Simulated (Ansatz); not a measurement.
Molecular dynamics of Zr$_{3}$O$_{5}$ (part 1 of 2)

- system: Zr$_{3}$O$_{5}$
- method: UKS revPBE/def2-SVP (Ansatz 0.2.0)

The geometry comes from this level: PBE0-D4/def2-SVP.

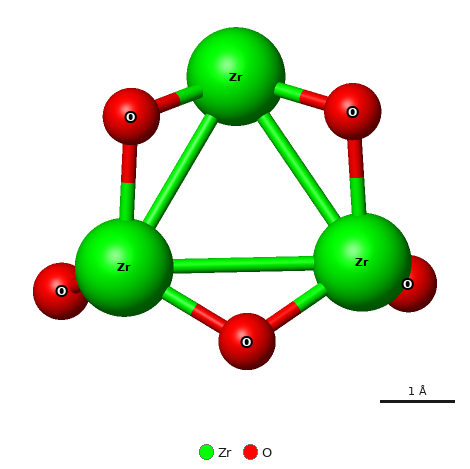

Fig. 1: The starting structure (ball-and-stick view, seen at a tilt). Sticks mark near contacts. Bond lengths as drawn: O–Zr 1.76 to 2.10 Å and Zr–Zr 3.09 to 3.26 Å.

### Input file
```yaml
crystal:
  periodic: [false, false, false]
  atoms:
    - {symbol: Zr, position_ang: [1.587886, -0.447673, -0.654434]}
    - {symbol: Zr, position_ang: [-0.960990, -0.577396, 1.375930]}
    - {symbol: Zr, position_ang: [-0.543796, 1.794124, -0.568020]}
    - {symbol: O, position_ang: [1.302712, 1.632117, -0.697332]}
    - {symbol: O, position_ang: [-1.068808, 1.511416, 1.191807]}
    - {symbol: O, position_ang: [-2.399591, -1.349302, 0.719565]}
    - {symbol: O, position_ang: [1.316056, -1.160239, -2.240176]}
    - {symbol: O, position_ang: [0.766541, -1.403038, 0.872650]}
basis:
  gaussian: {orbitals: def2-SVP}
magnetization: {spin_polarized: true, initial_magnetization: 0}
hamiltonian: {xc: {name: revPBE}}
md: {timestep: 0.5 fs, n_steps: 20, ensemble: nve, temperature: 300, initial_velocities: maxwell_boltzmann, seed: 282}
scf: {omitted_lower_state_checks: [starts]}
```

Launched with:
```bash
ansatz run in.yaml --threads 4 --pin off --events-out ev --progress --plain --max-ram 8704MiB
```

### Log
```
Functional definition: revPBE
  name "revPBE"
  cite "Zhang & Yang, Phys. Rev. Lett. 80, 890 (1998) doi:10.1103/PhysRevLett.80.890"
  cite "Perdew, Burke & Ernzerhof, Phys. Rev. Lett. 77, 3865 (1996) doi:10.1103/PhysRevLett.77.3865"
  parameter kappa = 1.245
  parameter beta = 0.06672455060314922
  exchange = pbe_x(kappa = kappa, mu = beta*pi^2/3)
  correlation = pbe_c(beta = beta)
these checks for a lower state are left out or cut short: starts
1549 factors; their error is unknown
mean field evaluation 1: about -14037.1240 eV, gradient 1.0e2 eV
mean field evaluation 2: about -13201.4269 eV, gradient 3.3e2 eV
mean field evaluation 4: about -13574.1586 eV, gradient 2.4e2 eV
mean field evaluation 8: about -14078.7094 eV, gradient 8.9e0 eV
mean field evaluation 16: about -14078.9834 eV, gradient 1.1e-1 eV
mean field -14078.98343577 eV, -517.3930981869 hartree, gradient 1.4e-5 eV, S^2 0.000000; 0 other end points of the search recorded, 0 dependent functions left out
the calculation of the forces begins
reference -14078.98350652 eV, -517.3931007870 hartree; 38, 38 occupied and 125, 125 virtual orbitals, 1549 factors
md step     0: t =     0.00 fs  T =   300.0 K  F+E_penalty+E_count = -14078.98343577 eV  E_kin = 0.232668 eV  conserved = -14078.75076777 eV  (47 SCF iters)
these checks for a lower state are left out or cut short: starts, cluster_reference, orbital_swaps, neighbouring_geometries, increment
1549 factors; their error is unknown
mean field evaluation 32: about -14078.9802 eV, gradient 6.6e-5 eV
mean field -14078.98021690 eV, -517.3929798956 hartree, gradient 2.6e-5 eV, S^2 0.000000; 0 other end points of the search recorded, 0 dependent functions left out
[... from here on the field's lines of each further geometry are left out, up to the last ...]
md step     1: t =     0.50 fs  T =   295.9 K  F+E_penalty+E_count = -14078.98021690 eV  E_kin = 0.229452 eV  conserved = -14078.75076462 eV  (42 SCF iters)
md step     2: t =     1.00 fs  T =   291.6 K  F+E_penalty+E_count = -14078.97693863 eV  E_kin = 0.226177 eV  conserved = -14078.75076165 eV  (43 SCF iters)
md step     3: t =     1.50 fs  T =   287.4 K  F+E_penalty+E_count = -14078.97364914 eV  E_kin = 0.222890 eV  conserved = -14078.75075882 eV  (43 SCF iters)
md step     4: t =     2.00 fs  T =   283.2 K  F+E_penalty+E_count = -14078.97039326 eV  E_kin = 0.219637 eV  conserved = -14078.75075628 eV  (43 SCF iters)
md step     5: t =     2.50 fs  T =   279.1 K  F+E_penalty+E_count = -14078.96721107 eV  E_kin = 0.216457 eV  conserved = -14078.75075409 eV  (42 SCF iters)
md step     6: t =     3.00 fs  T =   275.1 K  F+E_penalty+E_count = -14078.96413703 eV  E_kin = 0.213385 eV  conserved = -14078.75075247 eV  (42 SCF iters)
md step     7: t =     3.50 fs  T =   271.3 K  F+E_penalty+E_count = -14078.96119856 eV  E_kin = 0.210447 eV  conserved = -14078.75075116 eV  (44 SCF iters)
md step     8: t =     4.00 fs  T =   267.8 K  F+E_penalty+E_count = -14078.95841626 eV  E_kin = 0.207666 eV  conserved = -14078.75075029 eV  (44 SCF iters)
md step     9: t =     4.50 fs  T =   264.4 K  F+E_penalty+E_count = -14078.95580322 eV  E_kin = 0.205053 eV  conserved = -14078.75074987 eV  (44 SCF iters)
md step    10: t =     5.00 fs  T =   261.3 K  F+E_penalty+E_count = -14078.95336500 eV  E_kin = 0.202615 eV  conserved = -14078.75074991 eV  (44 SCF iters)
md step    11: t =     5.50 fs  T =   258.3 K  F+E_penalty+E_count = -14078.95110005 eV  E_kin = 0.200350 eV  conserved = -14078.75075035 eV  (44 SCF iters)
md step    12: t =     6.00 fs  T =   255.6 K  F+E_penalty+E_count = -14078.94900032 eV  E_kin = 0.198249 eV  conserved = -14078.75075115 eV  (46 SCF iters)
md step    13: t =     6.50 fs  T =   253.1 K  F+E_penalty+E_count = -14078.94705219 eV  E_kin = 0.196300 eV  conserved = -14078.75075222 eV  (46 SCF iters)
md step    14: t =     7.00 fs  T =   250.8 K  F+E_penalty+E_count = -14078.94523753 eV  E_kin = 0.194484 eV  conserved = -14078.75075343 eV  (45 SCF iters)
md step    15: t =     7.50 fs  T =   248.6 K  F+E_penalty+E_count = -14078.94353529 eV  E_kin = 0.192780 eV  conserved = -14078.75075481 eV  (44 SCF iters)
md step    16: t =     8.00 fs  T =   246.5 K  F+E_penalty+E_count = -14078.94192257 eV  E_kin = 0.191166 eV  conserved = -14078.75075623 eV  (45 SCF iters)
md step    17: t =     8.50 fs  T =   244.5 K  F+E_penalty+E_count = -14078.94037620 eV  E_kin = 0.189619 eV  conserved = -14078.75075754 eV  (44 SCF iters)
md step    18: t =     9.00 fs  T =   242.6 K  F+E_penalty+E_count = -14078.93887433 eV  E_kin = 0.188116 eV  conserved = -14078.75075869 eV  (45 SCF iters)
md step    19: t =     9.50 fs  T =   240.6 K  F+E_penalty+E_count = -14078.93739759 eV  E_kin = 0.186638 eV  conserved = -14078.75075959 eV  (46 SCF iters)
the calculation of the forces begins
reference -14078.93600083 eV, -517.3913549851 hartree; 38, 38 occupied and 125, 125 virtual orbitals, 1549 factors
these checks for a lower state are left out or cut short: starts
1549 factors; their error is unknown
mean field -14078.93593034 eV, -517.3913523945 hartree, gradient 1.7e-5 eV, S^2 0.000000; 0 other end points of the search recorded, 0 dependent functions left out
the calculation of the forces begins
reference -14078.93600083 eV, -517.3913549851 hartree; 38, 38 occupied and 125, 125 virtual orbitals, 1549 factors
md step    20: t =    10.00 fs  T =   238.8 K  F+E_penalty+E_count = -14078.93593034 eV  E_kin = 0.185170 eV  conserved = -14078.75076021 eV  (23 SCF iters)
```

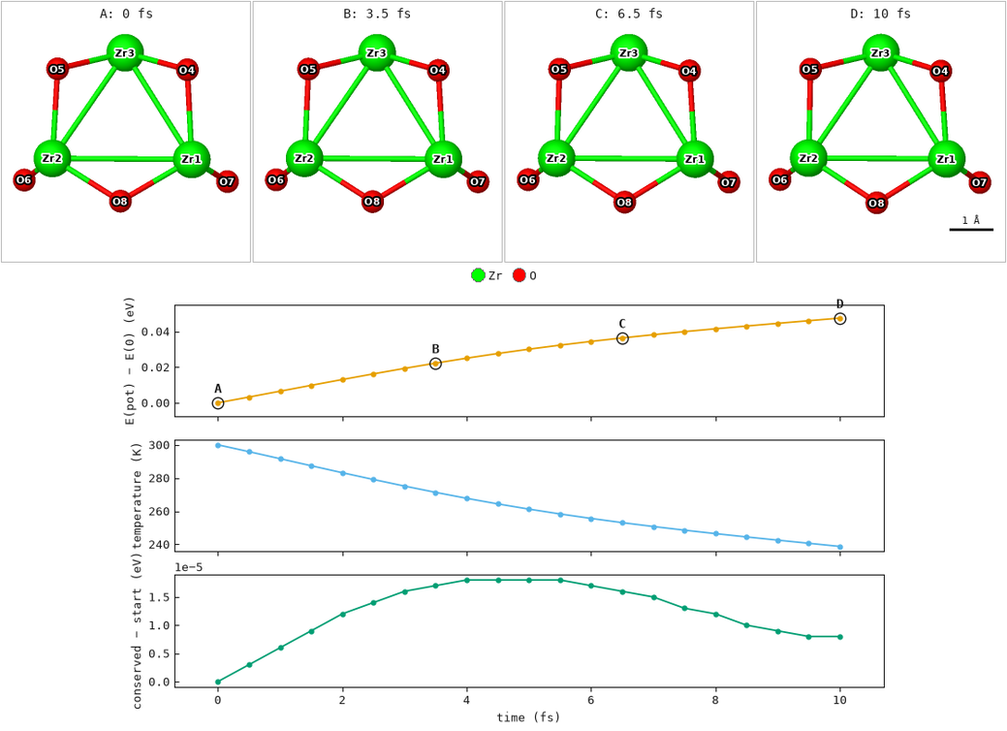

Fig. 2: Frames of the molecular dynamics (ball-and-stick, seen on its broad side) above the curves, on which the letters mark them. The trajectory kept here has 21 frames over 10 fs. The temperature starts at 300 K, ranges from 239 to 300 K and averages 249 K over the second half. The potential energy ends 0.048 eV above its first value. The conserved quantity stays within 1.8e-05 eV. After an unweighted best fit of the last frame on the first, the root-mean-square displacement is 0.04 Å.

```
Total energy: -14078.93600083 eV, -517.3913549851 hartree
Atom 0 at     1.581669    -0.437131    -0.646927 Å, force     0.734539    -0.848675     0.479445 eV/Å
Atom 1 at    -0.936660    -0.569232     1.368859 Å, force    -0.755702    -0.784637     0.096520 eV/Å
Atom 2 at    -0.539671     1.794706    -0.577460 Å, force    -1.210212     0.004177     0.591797 eV/Å
Atom 3 at     1.295602     1.601525    -0.644054 Å, force     0.741059     1.076214    -0.160186 eV/Å
Atom 4 at    -1.130826     1.492905     1.210464 Å, force     0.294547     0.668087    -0.623774 eV/Å
Atom 5 at    -2.413545    -1.340133     0.689398 Å, force     0.402566     0.181900     0.145916 eV/Å
Atom 6 at     1.252847    -1.188776    -2.213385 Å, force    -0.170057    -0.165566    -0.828752 eV/Å
Atom 7 at     0.786036    -1.444539     0.855429 Å, force    -0.036741    -0.131500     0.299033 eV/Å
Dipole moment:     0.482321     1.236939     0.445610 e Å
Checks for a lower state left out: starts
```

### Trajectory as extended XYZ (Å, eV, eV/Å), 21 frames, from step=0 to step=20
```
8
Properties=species:S:1:pos:R:3:forces:R:3 step=0 time_fs=0.0 energy=-14078.98344 temperature=300.0
Zr    1.5879   -0.4477   -0.6544    0.6375   0.2380   0.6778
Zr   -0.9610   -0.5774    1.3759    0.5036   0.2310   0.7846
Zr   -0.5438    1.7941   -0.5680   -0.5234   0.2763  -0.6396
O     1.3027    1.6321   -0.6973    0.5229   0.4038  -0.0324
O    -1.0688    1.5114    1.1918   -0.1726   0.3684   0.5217
O    -2.3996   -1.3493    0.7196   -0.9076  -0.5108  -0.4791
O     1.3161   -1.1602   -2.2402   -0.2333  -0.4766  -1.0163
O     0.7665   -1.4030    0.8727    0.1729  -0.5301   0.1833
8
Properties=species:S:1:pos:R:3:forces:R:3 step=1 time_fs=0.5 energy=-14078.98022 temperature=295.9
Zr    1.5874   -0.4471   -0.6543    0.6700   0.2193   0.7534
Zr   -0.9598   -0.5770    1.3754    0.4670   0.1909   0.7705
Zr   -0.5434    1.7941   -0.5685   -0.5944   0.2695  -0.5729
O     1.3013    1.6296   -0.6945    0.5677   0.4498  -0.0438
O    -1.0719    1.5098    1.1926   -0.1501   0.3932   0.4606
O    -2.3995   -1.3484    0.7185   -0.8755  -0.4941  -0.4633
O     1.3133   -1.1609   -2.2370   -0.2472  -0.5052  -1.1003
O     0.7674   -1.4045    0.8714    0.1624  -0.5234   0.1958
8
Properties=species:S:1:pos:R:3:forces:R:3 step=2 time_fs=1.0 energy=-14078.97694 temperature=291.6
Zr    1.5869   -0.4466   -0.6541    0.7004   0.1967   0.8217
Zr   -0.9586   -0.5765    1.3749    0.4248   0.1475   0.7527
Zr   -0.5429    1.7941   -0.5689   -0.6631   0.2617  -0.5049
O     1.3000    1.6271   -0.6917    0.6098   0.4954  -0.0548
O    -1.0750    1.5081    1.1935   -0.1268   0.4176   0.3980
O    -2.3996   -1.3476    0.7173   -0.8368  -0.4737  -0.4444
O     1.3105   -1.1616   -2.2339   -0.2598  -0.5302  -1.1761
O     0.7682   -1.4060    0.8702    0.1515  -0.5150   0.2077
8
Properties=species:S:1:pos:R:3:forces:R:3 step=3 time_fs=1.5 energy=-14078.97365 temperature=287.4
Zr    1.5864   -0.4461   -0.6539    0.7286   0.1701   0.8818
Zr   -0.9574   -0.5761    1.3745    0.3772   0.1011   0.7314
Zr   -0.5425    1.7941   -0.5694   -0.7293   0.2531  -0.4357
O     1.2988    1.6247   -0.6889    0.6488   0.5404  -0.0652
O    -1.0782    1.5066    1.1944   -0.1030   0.4412   0.3342
O    -2.3998   -1.3468    0.7161   -0.7918  -0.4498  -0.4226
O     1.3077   -1.1625   -2.2311   -0.2711  -0.5510  -1.2431
O     0.7691   -1.4076    0.8691    0.1404  -0.5050   0.2191
8
Properties=species:S:1:pos:R:3:forces:R:3 step=4 time_fs=2.0 energy=-14078.97039 temperature=283.2
Zr    1.5860   -0.4455   -0.6537    0.7542   0.1392   0.9333
Zr   -0.9562   -0.5756    1.3740    0.3248   0.0520   0.7067
Zr   -0.5422    1.7941   -0.5698   -0.7924   0.2436  -0.3659
O     1.2976    1.6224   -0.6862    0.6847   0.5846  -0.0752
O    -1.0813    1.5051    1.1954   -0.0786   0.4642   0.2697
O    -2.4001   -1.3461    0.7148   -0.7410  -0.4227  -0.3981
O     1.3048   -1.1634   -2.2284   -0.2809  -0.5674  -1.3004
O     0.7700   -1.4093    0.8680    0.1292  -0.4934   0.2299
8
Properties=species:S:1:pos:R:3:forces:R:3 step=5 time_fs=2.5 energy=-14078.96721 temperature=279.1
Zr    1.5855   -0.4450   -0.6535    0.7772   0.1040   0.9754
Zr   -0.9549   -0.5752    1.3736    0.2679   0.0006   0.6790
Zr   -0.5418    1.7941   -0.5703   -0.8524   0.2332  -0.2959
O     1.2966    1.6202   -0.6834    0.7172   0.6280  -0.0846
O    -1.0845    1.5037    1.1965   -0.0539   0.4864   0.2048
O    -2.4006   -1.3455    0.7135   -0.6848  -0.3928  -0.3711
O     1.3019   -1.1643   -2.2260   -0.2890  -0.5791  -1.3476
O     0.7710   -1.4111    0.8669    0.1178  -0.4802   0.2401
```
